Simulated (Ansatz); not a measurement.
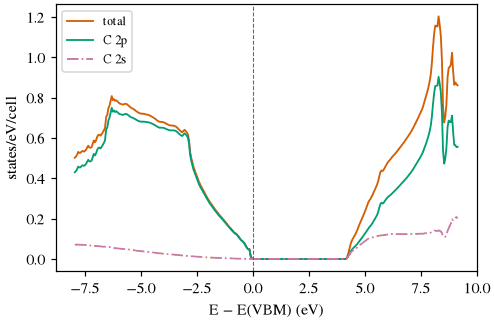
Figure: Total and projected density of states of C (diamond, space group No. 227), PBE+D3(BJ) (plane waves, PAW; program Ansatz)

**Question.** Which orbitals carry the states next to the gap?

**Answer.** Top 1 eV of the valence band: C 2p 98 %. Bottom 1 eV of the conduction band: C 2p 53 %, C 2s 39 %, outside the projected shells 9 %. Projections are on Löwdin-orthogonalised atomic valence shells; empty p or d shells of many metals are not among them.

**Question.** Where is the tallest occupied peak in this window, and what makes it?

**Answer.** Near -6.3 eV, about 0.81 states/eV per cell; the largest projected share is C 2p.

Space group Fd-3m (diamond). Symmetry was held in the PBE+D3(BJ) relaxation.

Potentials: the later of the program's two PAW sets.
